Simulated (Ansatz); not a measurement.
Single-point calculation of CH3NSn

- system: CH3NSn, SMILES N#[C][SnH3]
- method: RKS B3LYP-D4/def2-TZVPP (Ansatz 0.2.0)

The geometry comes from this level: PBE0-D4/def2-TZVP. Figures and captions count atoms from 1; the log counts them from 0 in places.

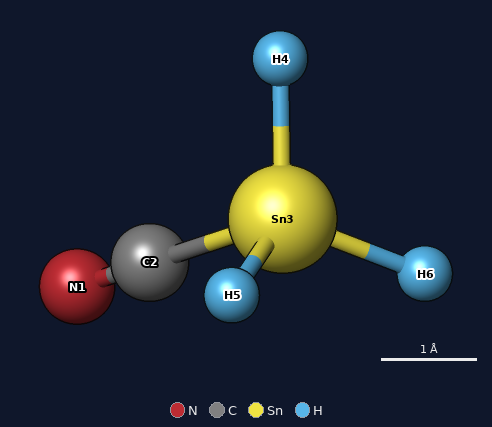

*The input geometry (ball-and-stick view, seen at an oblique angle; atoms are numbered from 1 in the order of the input). Sticks mark near contacts.*

Bond lengths as drawn: C–N 1.15 Å, C–Sn 2.11 Å and H–Sn 1.70 Å.

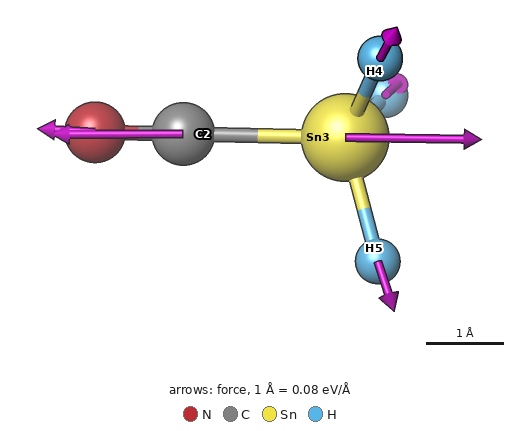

*Forces on the atoms as pink arrows (ball-and-stick view, seen at a tilt; atoms are numbered from 1 in the order of the input).*

The largest act on Sn3 (0.14 eV/Å); C2 (0.14 eV/Å); N1 (0.06 eV/Å); all 3 H atoms (0.06 eV/Å). The geometry is not a stationary point of this energy.

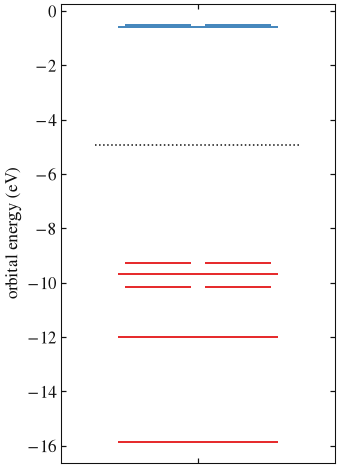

*Orbital energies near the frontier; the dotted line parts filled from empty levels, and levels within 0.02 eV of each other stand side by side.*

Highest filled −9.28 eV, lowest empty −0.60 eV, 8.68 eV apart.

The input and output of the run follow.

## The input
```yaml
crystal:
  periodic: [false, false, false]
  atoms:
    - {symbol: N, position_ang: [2.057048, -0.924658, 1.310657]}
    - {symbol: C, position_ang: [1.149591, -0.518109, 0.728496]}
    - {symbol: Sn, position_ang: [-0.513933, 0.221619, -0.342797]}
    - {symbol: H, position_ang: [-0.145034, 1.830119, -0.731384]}
    - {symbol: H, position_ang: [-0.663688, -0.763714, -1.714275]}
    - {symbol: H, position_ang: [-1.841885, 0.090742, 0.703003]}
basis:
  gaussian: {orbitals: def2-TZVPP}
hamiltonian: {xc: {name: B3LYP}, dispersion: d4}
output: {forces: true, orbitals: {seedname: orbitals}}
```

## Log
```
Functional definition: B3LYP
  name "B3LYP"
  cite "Stephens, Devlin, Chabalowski & Frisch, J. Phys. Chem. 98, 11623 (1994) doi:10.1021/j100096a001"
  cite "Becke, Phys. Rev. A 38, 3098 (1988) doi:10.1103/PhysRevA.38.3098"
  cite "Lee, Yang & Parr, Phys. Rev. B 37, 785 (1988) doi:10.1103/PhysRevB.37.785"
  cite "Vosko, Wilk & Nusair, Can. J. Phys. 58, 1200 (1980) doi:10.1139/p80-159"
  parameter a0 = 0.2
  parameter ax = 0.72
  parameter ac = 0.81
  exchange = (1 - a0 - ax)*slater_x + ax*b88_x + a0*exact_x
  correlation = (1 - ac)*vwn_rpa_c + ac*lyp_c
944 factors; their error is unknown
mean field evaluation 1: about -8404.0853 eV, gradient 4.8e1 eV
mean field evaluation 2: about -8390.8708 eV, gradient 8.6e1 eV
mean field evaluation 4: about -8409.0326 eV, gradient 7.5e0 eV
mean field evaluation 8: about -8409.2169 eV, gradient 2.8e-1 eV
mean field evaluation 16: about -8409.2170 eV, gradient 4.6e-5 eV
mean field -8409.21695660 eV, -309.0330231831 hartree, gradient 4.6e-5 eV, S^2 0.000000; 0 other end points of the search recorded, 0 dependent functions left out
the calculation of the forces begins
reference -8409.21721079 eV, -309.0330325244 hartree; 19, 19 occupied and 135, 135 virtual orbitals, 944 factors
Total energy: -8409.38116147 eV, -309.0390576007 hartree
Atom 0 at     2.057048    -0.924658     1.310657 Å, force     0.048277    -0.019495     0.032567 eV/Å
Atom 1 at     1.149591    -0.518109     0.728496 Å, force     0.108943    -0.051292     0.068056 eV/Å
Atom 2 at    -0.513933     0.221619    -0.342797 Å, force    -0.113111     0.051123    -0.072099 eV/Å
Atom 3 at    -0.145034     1.830119    -0.731384 Å, force     0.009625     0.053732    -0.014377 eV/Å
Atom 4 at    -0.663688    -0.763714    -1.714275 Å, force    -0.007509    -0.031076    -0.047255 eV/Å
Atom 5 at    -1.841885     0.090742     0.703003 Å, force    -0.046225    -0.002992     0.033107 eV/Å
Dipole moment:    -0.705108     0.314528    -0.453435 e Å
```

## Summary

- outcome: converged
- total energy: −8409.3812 eV
- mean-field energy: −8409.2172 eV
- dispersion energy: −0.1640 eV
- SCF solution under orbital rotations: stable
- HOMO: −9.28 eV
- LUMO: −0.60 eV
- largest force (length of the vector): 0.144 eV/Å
- dipole moment: 4.30 D
- hardware: 2 CPU threads, shared host
- wall time: 2.8 s (CPU time 5.1 s)
- peak memory: 0.31 GiB
